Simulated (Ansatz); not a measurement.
Si2NH7S: geometry relaxation (part 1 of 2)

The run: geometry relaxation of Si2NH7S. Method and program: RKS PBE0-D4/def2-TZVP (Ansatz 0.2.0).

The geometry is a transition state displaced along its imaginary mode. The reaction was set up to form N2–H4 and to break Si1–N2 and S3–H4 (atoms counted from 1 in the order of the input); sticks are drawn by distance alone. Figures and captions count atoms from 1; the log counts them from 0 in places.

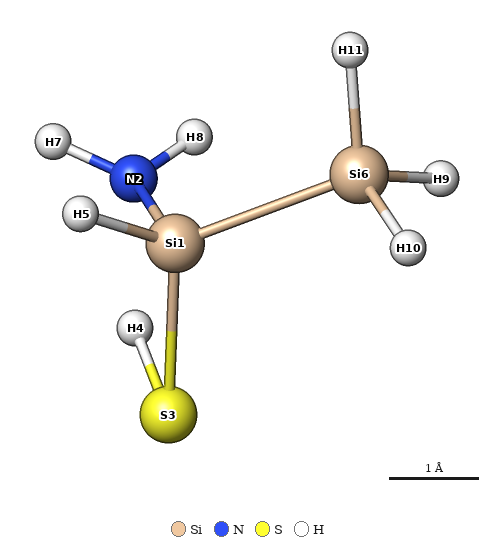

*The starting structure (ball-and-stick view, seen at a tilt; atoms are numbered from 1 in the order of the input).*

Bond lengths as drawn: H–N 1.00 to 1.01 Å, H–S 1.30 Å, H–Si 1.49 to 1.52 Å, N–Si 1.77 Å, Si–Si 2.34 Å and S–Si 2.12 Å.

## Summary

| quantity | value |
| --- | --- |
| outcome | converged |
| total energy | −28185.7357 eV |
| mean-field energy | −28185.4992 eV |
| dispersion energy | −0.2366 eV |
| SCF solution under orbital rotations | stable |
| largest force (length of the vector) at the end | 0.004 eV/Å |
| dipole moment | 2.11 D |
| hardware | 4 threads of Arm Neoverse V2, 23 GiB of memory available, shared host |
| wall time | 54 s (CPU time 3.4 min) |
| peak memory | 0.48 GiB |

## The input
```yaml
crystal:
  periodic: [false, false, false]
  atoms:
    - {symbol: Si, position_ang: [-0.267849, 0.319247, -0.640487]}
    - {symbol: N, position_ang: [1.322689, 0.974311, -0.244381]}
    - {symbol: S, position_ang: [0.517119, -0.721990, -2.305951]}
    - {symbol: H, position_ang: [1.345937, 0.054018, -1.666365]}
    - {symbol: H, position_ang: [-1.190633, 1.487267, -0.946230]}
    - {symbol: Si, position_ang: [-1.135674, -0.957108, 1.118587]}
    - {symbol: H, position_ang: [1.490689, 1.959142, -0.374781]}
    - {symbol: H, position_ang: [1.827834, 0.599334, 0.529467]}
    - {symbol: H, position_ang: [-0.054657, -1.861090, 1.592173]}
    - {symbol: H, position_ang: [-2.305810, -1.773088, 0.692143]}
    - {symbol: H, position_ang: [-1.549645, -0.080043, 2.245825]}
basis:
  gaussian: {orbitals: def2-TZVP}
hamiltonian: {xc: pbe0, dispersion: d4}
relax: {f_tol: 0.005, max_steps: 200}
```

Launched with:
```bash
ansatz run in.yaml --threads 4 --pin off --events-out ev --progress --plain --max-ram 9574MiB
```

## Log
```
Functional definition: PBE0
  name "PBE0"
  cite "Adamo & Barone, J. Chem. Phys. 110, 6158 (1999) doi:10.1063/1.478522"
  cite "Perdew, Burke & Ernzerhof, Phys. Rev. Lett. 77, 3865 (1996) doi:10.1103/PhysRevLett.77.3865"
  parent pbe
  parameter a = 0.25
  parameter kappa = 0.804
  parameter beta = 0.06672455060314922
  exchange = (1 - a)*pbe_x(kappa = kappa, mu = beta*pi^2/3) + a*exact_x
  correlation = pbe_c(beta = beta)
1270 factors; their error is unknown
mean field evaluation 1: about -28178.2377 eV, gradient 5.7e1 eV
mean field evaluation 2: about -28168.1292 eV, gradient 8.4e1 eV
mean field evaluation 4: about -28184.4358 eV, gradient 3.8e0 eV
mean field evaluation 8: about -28184.4695 eV, gradient 5.5e-2 eV
mean field evaluation 16: about -28184.5600 eV, gradient 2.6e-5 eV
mean field -28184.55998416 eV, -1035.7634752369 hartree, gradient 2.6e-5 eV, S^2 0.000000; 0 other end points of the search recorded, 0 dependent functions left out
the calculation of the forces begins
reference -28184.56001873 eV, -1035.7634765074 hartree; 29, 29 occupied and 155, 155 virtual orbitals, 1270 factors
relax step   1: F+E_penalty+E_count = -28184.79818568 eV  Δ(F+E_penalty+E_count) = +0.000e0 eV  max|allowed force component| = 2.228e0 eV/Å  Δτ_max = 0.0000 Å  (27 SCF iters, accepted)
these checks for a lower state are left out or cut short: starts, cluster_reference, orbital_swaps, neighbouring_geometries, increment
1270 factors; their error is unknown
mean field -28185.00955491 eV, -1035.7799966572 hartree, gradient 9.0e-6 eV, S^2 0.000000; 0 other end points of the search recorded, 0 dependent functions left out
[... from here on the field's lines of each further geometry are left out, up to the last ...]
relax step   2: F+E_penalty+E_count = -28185.24755746 eV  Δ(F+E_penalty+E_count) = -4.494e-1 eV  max|allowed force component| = 7.942e-1 eV/Å  Δτ_max = 0.1948 Å  (30 SCF iters, accepted)
relax step   3: F+E_penalty+E_count = -28185.44454989 eV  Δ(F+E_penalty+E_count) = -1.970e-1 eV  max|allowed force component| = 6.015e-1 eV/Å  Δτ_max = 0.2000 Å  (29 SCF iters, accepted)
relax step   4: F+E_penalty+E_count = -28185.56966703 eV  Δ(F+E_penalty+E_count) = -1.251e-1 eV  max|allowed force component| = 4.869e-1 eV/Å  Δτ_max = 0.1941 Å  (29 SCF iters, accepted)
relax step   5: F+E_penalty+E_count = -28185.63879882 eV  Δ(F+E_penalty+E_count) = -6.913e-2 eV  max|allowed force component| = 1.990e-1 eV/Å  Δτ_max = 0.2000 Å  (30 SCF iters, accepted)
relax step   6: F+E_penalty+E_count = -28185.65998083 eV  Δ(F+E_penalty+E_count) = -2.118e-2 eV  max|allowed force component| = 3.083e-1 eV/Å  Δτ_max = 0.2000 Å  (29 SCF iters, accepted)
relax step   7: F+E_penalty+E_count = -28185.68568382 eV  Δ(F+E_penalty+E_count) = -2.570e-2 eV  max|allowed force component| = 2.622e-1 eV/Å  Δτ_max = 0.2000 Å  (29 SCF iters, accepted)
relax step   8: F+E_penalty+E_count = -28185.71038921 eV  Δ(F+E_penalty+E_count) = -2.471e-2 eV  max|allowed force component| = 9.140e-2 eV/Å  Δτ_max = 0.2000 Å  (29 SCF iters, accepted)
relax step   9: F+E_penalty+E_count = -28185.71451666 eV  Δ(F+E_penalty+E_count) = -4.127e-3 eV  max|allowed force component| = 2.116e-1 eV/Å  Δτ_max = 0.1379 Å  (29 SCF iters, accepted)
relax step  10: F+E_penalty+E_count = -28185.71164250 eV  Δ(F+E_penalty+E_count) = +2.874e-3 eV  max|allowed force component| = 5.037e-1 eV/Å  Δτ_max = 0.1121 Å  (30 SCF iters, rejected (line search))
relax step  11: F+E_penalty+E_count = -28185.72317557 eV  Δ(F+E_penalty+E_count) = -8.659e-3 eV  max|allowed force component| = 3.474e-1 eV/Å  Δτ_max = 0.0552 Å  (31 SCF iters, accepted)
relax step  12: F+E_penalty+E_count = -28185.73146881 eV  Δ(F+E_penalty+E_count) = -8.293e-3 eV  max|allowed force component| = 1.571e-1 eV/Å  Δτ_max = 0.1000 Å  (29 SCF iters, accepted)
relax step  13: F+E_penalty+E_count = -28185.73438627 eV  Δ(F+E_penalty+E_count) = -2.917e-3 eV  max|allowed force component| = 6.218e-2 eV/Å  Δτ_max = 0.1291 Å  (29 SCF iters, accepted)
relax step  14: F+E_penalty+E_count = -28185.64419482 eV  Δ(F+E_penalty+E_count) = +9.019e-2 eV  max|allowed force component| = 5.963e-1 eV/Å  Δτ_max = 0.1999 Å  (29 SCF iters, rejected (line search))
relax step  15: F+E_penalty+E_count = -28185.73538860 eV  Δ(F+E_penalty+E_count) = -1.002e-3 eV  max|allowed force component| = 2.951e-2 eV/Å  Δτ_max = 0.0588 Å  (30 SCF iters, accepted)
relax step  16: F+E_penalty+E_count = -28185.73542318 eV  Δ(F+E_penalty+E_count) = -3.458e-5 eV  max|allowed force component| = 2.920e-2 eV/Å  Δτ_max = 0.0199 Å  (31 SCF iters, accepted)
relax step  17: F+E_penalty+E_count = -28185.73548027 eV  Δ(F+E_penalty+E_count) = -5.709e-5 eV  max|allowed force component| = 6.475e-2 eV/Å  Δτ_max = 0.0294 Å  (31 SCF iters, accepted)
relax step  18: F+E_penalty+E_count = -28185.73569451 eV  Δ(F+E_penalty+E_count) = -2.142e-4 eV  max|allowed force component| = 9.658e-3 eV/Å  Δτ_max = 0.0090 Å  (32 SCF iters, accepted)
the calculation of the forces begins
reference -28185.49919031 eV, -1035.7979904263 hartree; 29, 29 occupied and 155, 155 virtual orbitals, 1270 factors
relax step  19: F+E_penalty+E_count = -28185.73571392 eV  Δ(F+E_penalty+E_count) = -1.941e-5 eV  max|allowed force component| = 3.834e-3 eV/Å  Δτ_max = 0.0049 Å  (23 SCF iters, accepted)
1270 factors; their error is unknown
mean field evaluation 160: about -28185.4992 eV, gradient 5.9e-5 eV
```

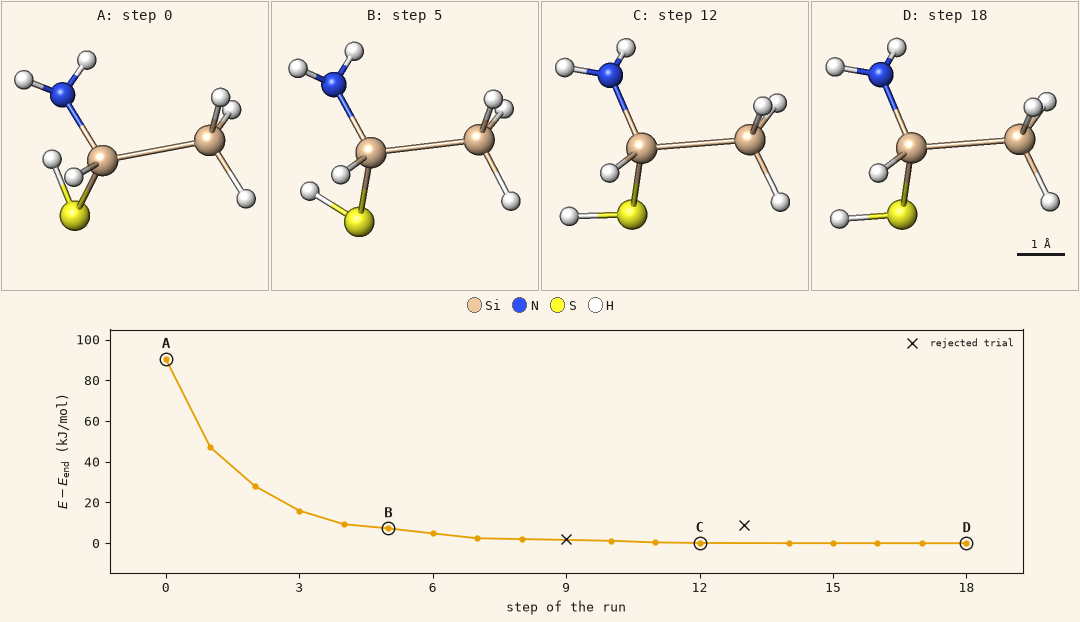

*Frames of the relaxation (ball-and-stick view, seen at a tilt) above the curves, on which the letters mark them (the first geometry is step 0 here and step 1 in the log).*

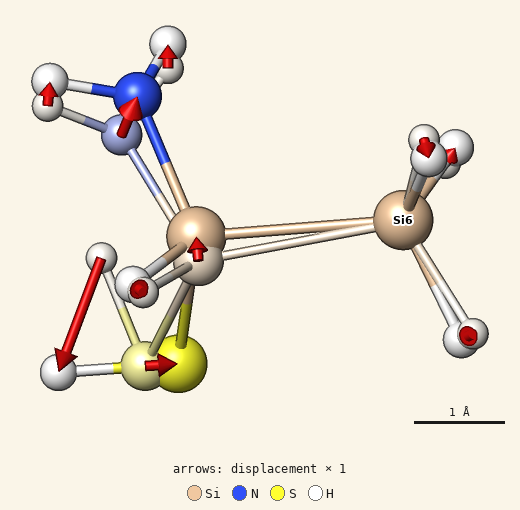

*Start (faint) and end (solid) with the displacements as red arrows, at true length (ball-and-stick view, seen at a tilt). The two geometries are laid on each other by the best rigid fit.*

After 18 geometry steps the energy has fallen by 90.5 kJ/mol. The largest force component goes from 2.2 to 0.0038 eV/Å. The line search rejected the trial steps at points 9, 13 (counted from 0) and went back. The atom that moves furthest after the best rigid fit is H4 (1.37 Å). Largest moves by element: H 1.37 Å, N 0.56 Å, S 0.37 Å, Si 0.28 Å. Among the contacts that change: Si1–N2 1.765 → 1.716 Å, S3–H4 1.303 → 1.344 Å, Si1–S3 2.115 → 2.155 Å, Si1–H5 1.520 → 1.486 Å. Among the angles that change: Si1–S3–H4 63.7° → 95.4°, N2–Si1–S3 91.4° → 117.4°, S3–Si1–Si6 117.5° → 104.1°. (Atoms are counted from 1 in the order of the input.)

```
mean field -28185.49915533 eV, -1035.7979891408 hartree, gradient 2.7e-5 eV, S^2 0.000000; 1 other end points of the search recorded, 0 dependent functions left out
the calculation of the forces begins
reference -28185.49919031 eV, -1035.7979904263 hartree; 29, 29 occupied and 155, 155 virtual orbitals, 1270 factors
Total energy: -28185.73574890 eV, -1035.8066837941 hartree
Atom 0 at    -0.048188     0.365737    -0.477161 Å, force     0.000487     0.000194     0.003834 eV/Å
Atom 1 at     1.232956     1.226028     0.273467 Å, force    -0.001928    -0.001165    -0.001534 eV/Å
Atom 2 at     0.472232    -1.029032    -2.035725 Å, force     0.000642     0.000835    -0.000967 eV/Å
Atom 3 at     0.905423    -0.096002    -2.900977 Å, force     0.000064    -0.001022    -0.000168 eV/Å
Atom 4 at    -0.927768     1.410276    -1.063039 Å, force     0.000494    -0.000493     0.000114 eV/Å
Atom 5 at    -1.128258    -0.951852     1.127789 Å, force     0.000376     0.001803    -0.002084 eV/Å
Atom 6 at     1.594065     2.063492    -0.155105 Å, force    -0.000563    -0.000290     0.000280 eV/Å
Atom 7 at     1.959080     0.729517     0.765233 Å, force     0.000157     0.000427    -0.000011 eV/Å
Atom 8 at    -0.115575    -1.758698     1.864105 Å, force    -0.000223    -0.000255    -0.000215 eV/Å
Atom 9 at    -2.106395    -1.876922     0.497241 Å, force    -0.000019     0.000317     0.000467 eV/Å
Atom 10 at    -1.837571    -0.082544     2.104170 Å, force     0.000513    -0.000350     0.000282 eV/Å
Dipole moment:     0.286238     0.332847     0.022024 e Å
```

## Trajectory as extended XYZ (Å, eV, eV/Å), 19 frames, from step=1 to step=19
```
11
Properties=species:S:1:pos:R:3:forces:R:3 step=1 energy=-28184.79819
Si   -0.2678    0.3192   -0.6405   -0.3125   0.5665   0.2317
N     1.3227    0.9743   -0.2444   -0.5940   0.7749   0.5095
S     0.5171   -0.7220   -2.3060   -1.9653  -1.5119  -1.2645
H     1.3459    0.0540   -1.6664    2.2276   0.5931  -0.1312
H    -1.1906    1.4873   -0.9462    0.2933  -0.4066  -0.0072
Si   -1.1357   -0.9571    1.1186    0.0070  -0.0729  -0.0770
H     1.4907    1.9591   -0.3748    0.0069   0.0915   0.2299
H     1.8278    0.5993    0.5295    0.2969  -0.0484   0.4651
H    -0.0547   -1.8611    1.5922    0.0057  -0.0469   0.0390
H    -2.3058   -1.7731    0.6921    0.0433   0.0240  -0.0106
H    -1.5496   -0.0800    2.2458   -0.0090   0.0366   0.0151
11
Properties=species:S:1:pos:R:3:forces:R:3 step=2 energy=-28185.24756
Si   -0.2512    0.3334   -0.6440    0.1823   0.4396   0.3020
N     1.3119    1.0170   -0.1910   -0.5320   0.2039   0.1881
S     0.3902   -0.7491   -2.3564   -0.0637   0.0051   0.1015
H     1.4373   -0.0652   -1.7904    0.3007  -0.4830  -0.7942
H    -1.1682    1.4701   -0.9768    0.0773  -0.1364   0.0118
Si   -1.1146   -0.9548    1.1123   -0.0202  -0.0106  -0.0529
H     1.4518    2.0135   -0.2728   -0.0197  -0.0429   0.1197
H     1.8106    0.6358    0.5947    0.0502   0.0339   0.1324
H    -0.0512   -1.8745    1.5999    0.0073  -0.0146   0.0052
H    -2.2927   -1.7571    0.6871    0.0168  -0.0020  -0.0136
H    -1.5238   -0.0691    2.2375    0.0010   0.0070   0.0001
11
Properties=species:S:1:pos:R:3:forces:R:3 step=3 energy=-28185.44455
Si   -0.2170    0.3858   -0.6062   -0.4264  -0.1207   0.0729
N     1.3035    1.0611   -0.1691    0.0288   0.2097   0.3064
S     0.3229   -0.8178   -2.2839    0.3372   0.2144   0.0330
H     1.4923   -0.1915   -1.9354   -0.2265  -0.5341  -0.6015
H    -1.1554    1.4966   -0.9461    0.0757  -0.0592  -0.0677
Si   -1.1092   -0.9507    1.0951    0.0029   0.0520   0.0648
H     1.4287    2.0521   -0.2353    0.0431   0.3444   0.0152
H     1.7956    0.6946    0.6236    0.1597  -0.0929   0.1899
H    -0.0524   -1.8839    1.5731    0.0122  -0.0148   0.0023
H    -2.2801   -1.7483    0.6416    0.0171   0.0180  -0.0409
H    -1.5289   -0.0981    2.2425   -0.0238  -0.0168   0.0255
11
Properties=species:S:1:pos:R:3:forces:R:3 step=4 energy=-28185.56967
Si   -0.2132    0.3913   -0.5860    0.1259   0.0834   0.0301
N     1.2888    1.1012   -0.1149   -0.1121   0.0804   0.2339
S     0.2862   -0.8215   -2.2855    0.4557   0.1566   0.0337
H     1.5360   -0.2976   -2.0919   -0.4869  -0.3624  -0.3039
H    -1.1462    1.4879   -0.9657    0.0100  -0.0145  -0.0278
Si   -1.1097   -0.9435    1.1107   -0.0057  -0.0598  -0.0171
H     1.4169    2.0960   -0.1883   -0.0022   0.0649   0.0258
H     1.8084    0.7194    0.6586    0.0254   0.0141  -0.0101
H    -0.0523   -1.8862    1.5743   -0.0162   0.0148   0.0116
H    -2.2718   -1.7366    0.6232    0.0223   0.0206   0.0012
H    -1.5431   -0.1104    2.2654   -0.0163   0.0019   0.0226
```
